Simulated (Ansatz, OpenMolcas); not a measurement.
# How basis sets differ on NH2 (SMILES [NH2])

NH2, doublet, SMILES `[NH2]`. Each level relaxes the structure for itself.

Quantity: the highest harmonic wavenumber at each level's own minimum, in cm⁻¹. The values are calculated.

| level | kind | program | value (cm⁻¹) |
| --- | --- | --- | --- |
| UHF/STO-3G | Hartree–Fock | Ansatz | 3913 |
| UHF/3-21G | Hartree–Fock | OpenMolcas | 3493 |
| UHF/6-31G* (Cartesian functions) | Hartree–Fock | Ansatz | 3708 |
| UHF/cc-pVTZ | Hartree–Fock | OpenMolcas | 3685 |

Harmonic and unscaled. The values span 3493 to 3913 cm⁻¹.

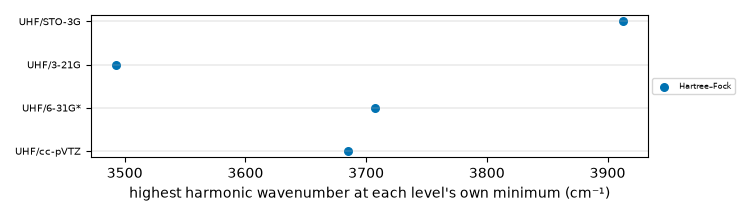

The values of the table, level by level.
